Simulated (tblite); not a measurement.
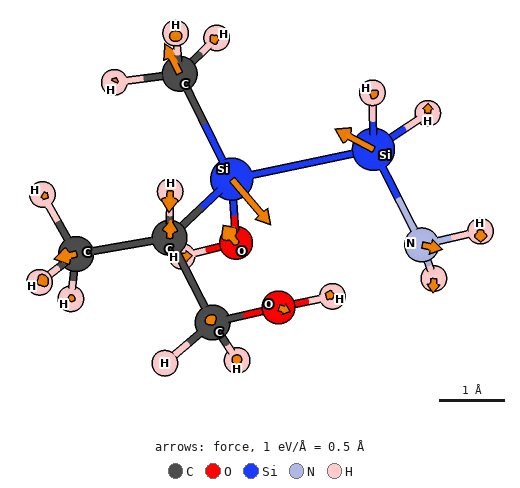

Starting geometry of C4H15NO2Si2 with the computed forces as orange arrows. The picture is a ball-and-stick view, seen at a tilt.

All numbers below come from GFN2-xTB geometry optimisation, gas phase (tblite 0.8.0). 

> Is this structure relaxed? If not, where do the atoms go?

It isn't relaxed: the largest force vector, on a Si atom, is 1.90 eV/Å. The final displacements have little in common with the starting forces (cosine between the two patterns 0.21). An H atom moves most after the best rigid fit: 0.32 Å. By element the largest moves are H 0.32 Å, O 0.28 Å, N 0.19 Å, Si 0.18 Å, C 0.11 Å. Some distances before and after: Si–Si 2.365 → 2.307 Å, C–Si 1.860 → 1.909 Å, O–Si 1.685 → 1.645 Å, C–H 1.117 → 1.094 Å. Bond angles that change, for instance: Si–N–H 108.4° → 118.7°, Si–N–H 107.2° → 117.4°, C–Si–Si 108.6° → 117.5°. The energy falls by 8.03 kcal/mol in 111 geometry steps.
